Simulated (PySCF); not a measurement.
## Single-point calculation, with input and output: PH

System: PH, multiplicity 3.
Method: NEVPT2/ccECP-cc-pVDZ, ROHF, core potentials ccecp (PySCF 2.14.0).

The geometry comes from this level: GFN2-xTB. Figures and captions count atoms from 1; the log counts them from 0 in places.

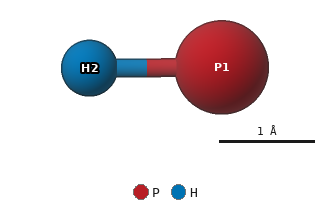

**Figure 1.** The structure as given in the input (ball-and-stick view, seen at a tilt; atoms are numbered from 1 in the order of the input).

Input file (run.py)
```python
import numpy
from pyscf import gto, scf, mp, mcscf, mrpt

mol = gto.Mole()
mol.atom = 'mol.xyz'
mol.spin = 2
mol.ecp = 'ccecp'
mol.basis = 'ccecp-cc-pvdz'
mol.verbose = 4
mol.max_memory = 1860
mol.charge = 0
mol.build()

mf = mol.ROHF()
mf.conv_tol = 1e-10
mf.kernel()
if not mf.converged:
    mf = mf.newton().run(mf.mo_coeff, mf.mo_occ)

pt = mp.MP2(scf.addons.convert_to_uhf(mf)).run()
noons, natorbs = mcscf.addons.make_natural_orbitals(pt)
print('natural occupations', numpy.round(noons[:40], 4))
cas = mcscf.CASSCF(mf, 5, 6)
cas.fix_spin_(ss=2.0)
cas.natorb = True
cas.kernel(natorbs)
e_pt2 = mrpt.NEVPT(cas).kernel()
energy = cas.e_tot + e_pt2
print('Final energy', energy)
```

File mol.xyz
```
2

P      0.000000     0.000000     0.000000
H      0.000000     0.000000     1.399070
```

Hardware: 1 thread of Arm Neoverse V1, 24 GiB of memory available, shared host.

Command:
```bash
OMP_NUM_THREADS=1 python run.py
```

What the program printed
```
PySCF version 2.14.0

[INPUT] num. atoms = 2
[INPUT] num. electrons = 6
[INPUT] charge = 0
[INPUT] spin (= nelec alpha-beta = 2S) = 2
[INPUT] symmetry False subgroup None
[INPUT] Mole.unit = angstrom
[INPUT] Symbol           X                Y                Z      unit          X                Y                Z       unit  Magmom
[INPUT]  1 P      0.000000000000   0.000000000000   0.000000000000 AA    0.000000000000   0.000000000000   0.000000000000 Bohr   0.0
[INPUT]  2 H      0.000000000000   0.000000000000   1.399070000000 AA    0.000000000000   0.000000000000   2.643859129095 Bohr   0.0

nuclear repulsion = 1.89117489089181
number of shells = 8
number of NR pGTOs = 61
number of NR cGTOs = 18
basis = ccecp-cc-pvdz
ecp = ccecp

******** <class 'pyscf.scf.rohf.ROHF'> ********
method = ROHF
initial guess = minao
damping factor = 0
level_shift factor = 0
DIIS = <class 'pyscf.scf.diis.CDIIS'>
diis_start_cycle = 1
diis_space = 8
diis_damp = 0
SCF conv_tol = 1e-10
SCF conv_tol_grad = None
SCF max_cycles = 50
direct_scf = True
direct_scf_tol = 1e-13
num. doubly occ = 2  num. singly occ = 2
Set gradient conv threshold to 1e-05
init E= -6.54748816151731
  HOMO = -0.172944057345897  LUMO = 0.180944823729408  gap/eV = 9.62981
cycle= 1 E= -6.89829088333007  delta_E= -0.351  |g|= 0.116  |ddm|= 1.68
  HOMO = -0.176724599160247  LUMO = 0.212132392647177  gap/eV = 10.58134
cycle= 2 E= -6.9065292012458  delta_E= -0.00824  |g|= 0.024  |ddm|= 0.419
  HOMO = -0.155373906966641  LUMO = 0.231992967795296  gap/eV = 10.54079
cycle= 3 E= -6.90683691054949  delta_E= -0.000308  |g|= 0.00613  |ddm|= 0.0315
  HOMO = -0.156380625205028  LUMO = 0.232387387733367  gap/eV = 10.57892
cycle= 4 E= -6.90686297579292  delta_E= -2.61e-05  |g|= 0.000706  |ddm|= 0.0136
  HOMO = -0.156726966535021  LUMO = 0.232274277303104  gap/eV = 10.58526
cycle= 5 E= -6.90686337377437  delta_E= -3.98e-07  |g|= 0.000149  |ddm|= 0.00148
  HOMO = -0.1566917582548  LUMO = 0.232288294526882  gap/eV = 10.58469
cycle= 6 E= -6.90686339451196  delta_E= -2.07e-08  |g|= 3.41e-05  |ddm|= 0.000337
  HOMO = -0.156696807787939  LUMO = 0.232287383913046  gap/eV = 10.58480
cycle= 7 E= -6.90686339590994  delta_E= -1.4e-09  |g|= 2.6e-06  |ddm|= 0.000129
  HOMO = -0.156696390354786  LUMO = 0.232287441347105  gap/eV = 10.58479
cycle= 8 E= -6.90686339591583  delta_E= -5.89e-12  |g|= 2.74e-07  |ddm|= 7.28e-06
  HOMO = -0.156696422112672  LUMO = 0.232287459480887  gap/eV = 10.58479
```

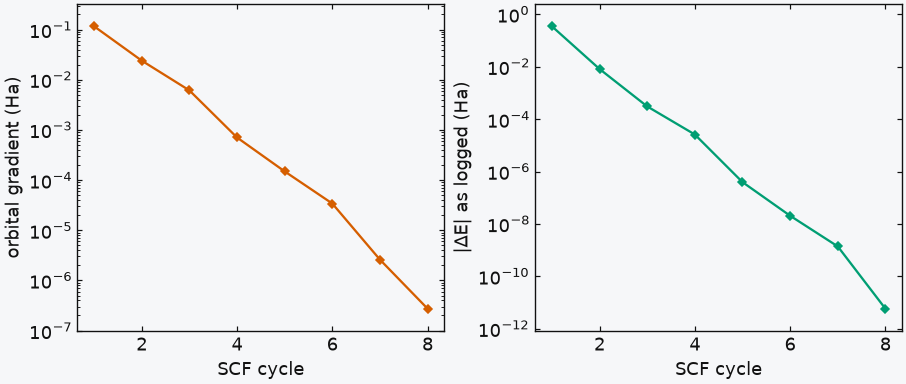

**Figure 2.** Convergence of the self-consistent field: orbital gradient and size of the energy change against the SCF cycle. The residual falls at every step.

```
Extra cycle  E= -6.90686339591589  delta_E= -5.86e-14  |g|= 8.37e-08  |ddm|= 1.01e-06
converged SCF energy = -6.90686339591589

******** <class 'pyscf.mp.ump2.UMP2'> ********
nocc = (np.int64(4), np.int64(2)), nmo = (18, 18)
E(UMP2) = -6.99158746472384  E_corr = -0.0847240688079467
E(SCS-UMP2) = -6.99367702403798  E_corr = -0.0868136281220926
E_corr(same-spin) = -0.0171406782085886
E_corr(oppo-spin) = -0.0675833905993581
natural occupations [1.9780e+00 1.9673e+00 9.9400e-01 9.9400e-01 1.7400e-02 8.2000e-03
 8.2000e-03 7.4000e-03 7.4000e-03 5.7000e-03 2.8000e-03 2.8000e-03
 2.6000e-03 1.7000e-03 9.0000e-04 9.0000e-04 4.0000e-04 0.0000e+00]

******** <class 'pyscf.mcscf.mc1step.CASSCF'> ********
CAS (4e+2e, 5o), ncore = 0, nvir = 13
max_cycle_macro = 50
max_cycle_micro = 4
conv_tol = 1e-07
conv_tol_grad = None
orbital rotation max_stepsize = 0.02
orbital rotation threshold for CI restart = 0.01
augmented hessian ah_max_cycle = 30
augmented hessian ah_conv_tol = 1e-12
augmented hessian ah_linear dependence = 1e-14
augmented hessian ah_level shift = 1e-08
augmented hessian ah_start_tol = 2.5
augmented hessian ah_start_cycle = 3
augmented hessian ah_grad_trust_region = 3
kf_trust_region = 3
kf_interval = 4
ci_response_space = 4
ci_grad_trust_region = 3
with_dep4 0
natorb = True
canonicalization = True
sorting_mo_energy = False
ao2mo_level = 2
internal_rotation = False
******** <class 'pyscf.fci.addons.SpinPenaltyFCISolver'> ********
max. cycles = 50
conv_tol = 1e-08
davidson only = True
linear dependence = 1e-12
level shift = 0.001
max iter space = 12
nroots = 1
pspace_size = 400
spin = None
CASCI E = -6.92656674835212  S^2 = 2.0000000
Set conv_tol_grad to 0.000316228
macro iter   1 ( 14 JK    4 micro), CASSCF E = -6.92723759233815  dE = -6.70843986e-04  S^2 = 2.0000000
               |grad[o]|=0.0272  |grad[c]|=0.00108  |ddm|=0.0126  |maxRot[o]|=0.059
macro iter   2 (  7 JK    2 micro), CASSCF E = -6.92723841562518  dE = -8.23287026e-07  S^2 = 2.0000000
               |grad[o]|=0.000177  |grad[c]|=0.000378  |ddm|=0.000237  |maxRot[o]|=0.00362
macro iter   3 (  3 JK    1 micro), CASSCF E = -6.92723858097689  dE = -1.65351711e-07  S^2 = 2.0000000
               |grad[o]|=8.46e-05  |grad[c]|=0.000287  |ddm|=9.66e-05  |maxRot[o]|=0.00109
macro iter   4 (  3 JK    1 micro), CASSCF E = -6.92723867251145  dE = -9.15345595e-08  S^2 = 2.0000000
               |grad[o]|=6.41e-05  |grad[c]|=0.000216  |ddm|=6.54e-05  |maxRot[o]|=0.000809
1-step CASSCF converged in   4 macro ( 27 JK   8 micro) steps
CASSCF canonicalization
Natural occ [1.99001402 1.97857552 1.         1.         0.03141045]
Natural orbital (expansion on meta-Lowdin AOs) in CAS space
               #1        #2        #3        #4        #5
0 P 3s          -0.94539   0.11919  -0.00000   0.00000  -0.29140
0 P 4s          -0.00141   0.00913  -0.00000  -0.00000   0.00879
0 P 3px          0.00000  -0.00000  -0.03228  -0.99875   0.00000
0 P 3py          0.00000  -0.00000  -0.99875   0.03228   0.00000
0 P 3pz          0.11179  -0.75399   0.00000  -0.00000  -0.63242
0 P 4px         -0.00000   0.00000   0.00015   0.00479   0.00000
0 P 4py         -0.00000   0.00000   0.00479  -0.00015   0.00000
0 P 4pz         -0.01160  -0.02997   0.00000  -0.00000  -0.02116
0 P 3dxy         0.00000   0.00000  -0.00000  -0.00000   0.00000
0 P 3dyz         0.00000  -0.00000  -0.03388   0.00109  -0.00000
0 P 3dz^2       -0.01065  -0.07298   0.00000   0.00000   0.27116
0 P 3dxz         0.00000  -0.00000  -0.00109  -0.03388  -0.00000
0 P 3dx2-y2     -0.00000   0.00000   0.00000  -0.00000  -0.00000
1 H 1s          -0.30237  -0.63660   0.00000  -0.00000   0.64652
1 H 2s           0.04009   0.05912   0.00000   0.00000  -0.11009
1 H 2px          0.00000  -0.00000  -0.00054  -0.01677  -0.00000
1 H 2py          0.00000  -0.00000  -0.01677   0.00054  -0.00000
1 H 2pz          0.02125   0.04724  -0.00000   0.00000  -0.10472
<CAS-nat-orb|mo-hf>  1      1       -0.93236389
<CAS-nat-orb|mo-hf>  2      2       -0.93228284
<CAS-nat-orb|mo-hf>  3      3       -0.98301041
<CAS-nat-orb|mo-hf>  4      4       -0.98301041
<CAS-nat-orb|mo-hf>  5      5       -0.82094869
<CAS-nat-orb|mo-hf>  5      6       -0.40006909
CASSCF energy = -6.92723867251145
CASCI E = -6.92723867251145  E(CI) = -8.81841356340325  S^2 = 2.0000000

******** <class 'pyscf.mrpt.nevpt2.NEVPT'> ********
NEVPT2 (4e+2e, 5o), ncore = 0, nvir = 13
root = 0
Natural occ [1.99001402 1.97857552 1.         1.         0.03141045]
Natural orbital (expansion on meta-Lowdin AOs) in CAS space
               #1        #2        #3        #4        #5
0 P 3s          -0.94539   0.11919  -0.00000  -0.00000  -0.29140
0 P 4s          -0.00141   0.00913  -0.00000  -0.00000   0.00879
0 P 3px          0.00000  -0.00000  -0.03234  -0.99875   0.00000
0 P 3py          0.00000  -0.00000  -0.99875   0.03234   0.00000
0 P 3pz          0.11179  -0.75399   0.00000   0.00000  -0.63242
0 P 4px         -0.00000   0.00000   0.00016   0.00479   0.00000
0 P 4py         -0.00000   0.00000   0.00479  -0.00016   0.00000
0 P 4pz         -0.01160  -0.02997   0.00000  -0.00000  -0.02116
0 P 3dxy         0.00000   0.00000  -0.00000  -0.00000   0.00000
0 P 3dyz         0.00000  -0.00000  -0.03388   0.00110  -0.00000
0 P 3dz^2       -0.01065  -0.07298   0.00000   0.00000   0.27116
0 P 3dxz         0.00000  -0.00000  -0.00110  -0.03388  -0.00000
0 P 3dx2-y2     -0.00000   0.00000   0.00000  -0.00000  -0.00000
1 H 1s          -0.30237  -0.63660   0.00000   0.00000   0.64652
1 H 2s           0.04009   0.05912   0.00000  -0.00000  -0.11009
1 H 2px          0.00000  -0.00000  -0.00054  -0.01677  -0.00000
1 H 2py          0.00000  -0.00000  -0.01677   0.00054  -0.00000
1 H 2pz          0.02125   0.04724  -0.00000   0.00000  -0.10472
<CAS-nat-orb|mo-hf>  1      1       -0.93236389
<CAS-nat-orb|mo-hf>  2      2       -0.93228284
<CAS-nat-orb|mo-hf>  3      3       -0.98300036
<CAS-nat-orb|mo-hf>  4      4       -0.98300036
<CAS-nat-orb|mo-hf>  5      5       -0.82094869
<CAS-nat-orb|mo-hf>  5      6       -0.40006909
Sr    (-1)',   E = -0.03756386032706
Si    (+1)',   E = -0.00000000000000
Sijrs (0)  ,   E = 0.00000000000000
Sijr  (+1) ,   E = -0.00000000000000
Srsi  (-1) ,   E = -0.00000000000000
Srs   (-2) ,   E = -0.03261630998095
Sij   (+2) ,   E = 0.00000000000000
Sir   (0)' ,   E = -0.00000000000000
Nevpt2 Energy = -0.070180170308015
Final energy -6.99741884281946
```

Results in brief

```csv
quantity,value
outcome,converged
total energy,−6.997419 hartree
SCF energy,−6.906863 hartree
correlation energy,−0.090555 hartree
basis functions,18
⟨S²⟩,2.000
wall time,1.2 s
peak memory,0.12 GiB
```
